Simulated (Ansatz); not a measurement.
```
Be H Br
1.0
     3.49006    0.00000    0.00000
     0.00000    3.49006    0.00000
     0.00000    0.00000    7.15653
Be H Br
2 2 2
Direct
  0.00000 0.50000 0.14000
  0.50000 0.00000 0.86000
  0.00000 0.00000 0.00000
  0.50000 0.50000 0.00000
  0.00000 0.50000 0.67000
  0.50000 0.00000 0.33000
```

Space group P4/nmm; built by placing these elements on a known structure type; not relaxed (largest force 0.7 eV/Å); computed pressure about −9 GPa in this cell.

Computed with DFT, PAW plane waves, r2SCAN in Ansatz 0.2.0.

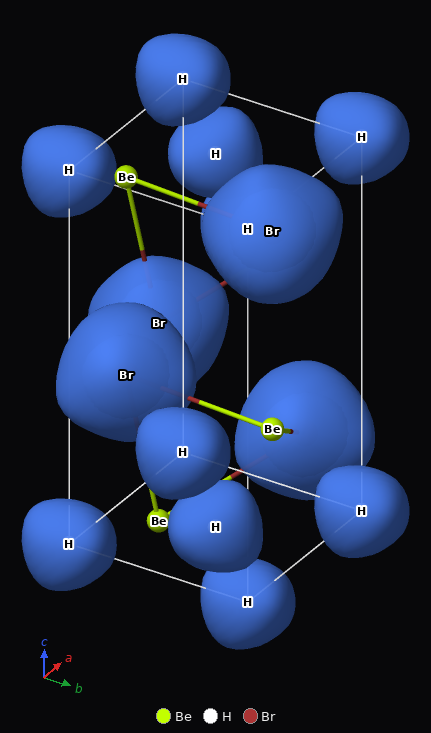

BeHBr. Isosurface of the electron localisation function at 0.8 (blue), seen at an oblique angle. Core shells are left out. Sticks mark near contacts.

Core electrons are frozen (PAW), and the valence fields are smoothed inside the atomic spheres.

**Identify the bonds, lone pairs and shells in this picture.**

The ELF exceeds this value in two regions around hydrogen nuclei and two regions wrapped around Br (the valence shell of each), counted in one cell of 6 atoms. Regions shared between cells count once.

Values along the shortest contacts:
Be–H (2.01 Å): the ELF climbs to about 1 towards the hydrogen. Be–Br (2.82 Å): the ELF is about 0.70 at the midpoint.
